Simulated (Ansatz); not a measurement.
Band structure of MgSn5 (R32, 6 atoms in the cell).

```yaml
crystal:
  lattice:
    - [2.84265, 1.64120, 5.56202]
    - [-2.84265, 1.64120, 5.56202]
    - [0.00000, -3.28241, 5.56202]
  atoms:
    - { symbol: Mg, position: [0.50000, 0.50000, 0.50000] }
    - { symbol: Sn, position: [0.66053, 0.33947, 0.00000] }
    - { symbol: Sn, position: [0.00000, 0.66053, 0.33947] }
    - { symbol: Sn, position: [0.33947, 0.00000, 0.66053] }
    - { symbol: Sn, position: [0.16639, 0.16639, 0.16639] }
    - { symbol: Sn, position: [0.83361, 0.83361, 0.83361] }
```

Computed with PBEsol, PAW files made with PBE (plane waves; Ansatz, an electronic-structure program).

Settings: kpoints.mp_grid.grid = 4 4 4; hamiltonian.xc = pbesol; hamiltonian.pseudopotentials = {kind: paw} (the program's default PAW files); scf.occupations.method = fermi_dirac; scf.occupations.width = 0.1 eV; kpoints.band_path.path = [[0.0, 0.0, 0.0], [0.5, 0.0, 0.0], [0.5, 0.22471212, -0.22471212]]; kpoints.band_path.npoints = 8.

The starting cell comes from a database of computed structures (which also holds hypothetical and non-ambient phases and stackings), without a prior relaxation at this level. Its lattice was rescaled by a random factor within 2.5 % of one.

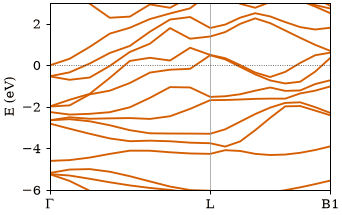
Bands along the path, energies from the Fermi level.

Levels in eV from the Fermi level, bands 37 to 44:
| point | 37 | 38 | 39 | 40 | 41 | 42 | 43 | 44 |
|---|---|---|---|---|---|---|---|---|
| Γ | -2.65 | -2.65 | -2.25 | -1.99 | -1.99 | -0.53 | -0.53 | -0.01 |
| L | -3.30 | -1.68 | -1.52 | 0.48 | 0.50 | 1.38 | 1.79 | 3.47 |
| B1 | -2.29 | -1.02 | -0.73 | 0.35 | 0.60 | 0.69 | 1.80 | 2.51 |

Bands cross the Fermi level along this path, so the cell is metallic at this level.

Keys are those of Ansatz 0.2.
